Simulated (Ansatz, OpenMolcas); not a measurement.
TiNH2Cl3 (SMILES [NH2][Ti]([Cl])([Cl])[Cl]): the HOMO–LUMO gap, rung by rung

The species is TiNH2Cl3 (7 atoms), meant as a singlet with charge 0. As SMILES, `[NH2][Ti]([Cl])([Cl])[Cl]`. The coordinates come from a PBE0-D4/def2-TZVP relaxation.

Each level gives the HOMO–LUMO gap (eV). The values are calculated.

```
          level             kind     program  value (eV)  CPU time
    HF/def2-SVP     Hartree–Fock      Ansatz       12.55      10 s
 SVWN5/def2-SVP              LDA      Ansatz        2.93     7.8 s
  BLYP/def2-SVP              GGA  OpenMolcas        2.94      40 s
   PBE/def2-SVP              GGA      Ansatz        2.96      13 s
  TPSS/def2-SVP         meta-GGA  OpenMolcas        3.07      52 s
r2SCAN/def2-SVP         meta-GGA  OpenMolcas        3.30      44 s
M06-2X/def2-SVP  hybrid meta-GGA  OpenMolcas        7.73      36 s
B2PLYP/def2-SVP    double hybrid  OpenMolcas        7.85      24 s
```

The values span 2.93 to 12.55 eV. Orbital gaps aren't excitation energies, and those of double hybrids come from the SCF part alone; they tend to grow with the share of exact exchange. Times are those of the runs behind each value, whatever else they computed, on shared processors of several kinds: orders of magnitude only.

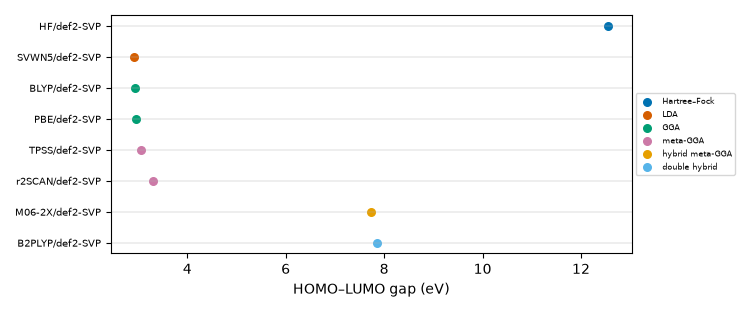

The values of the table, level by level.
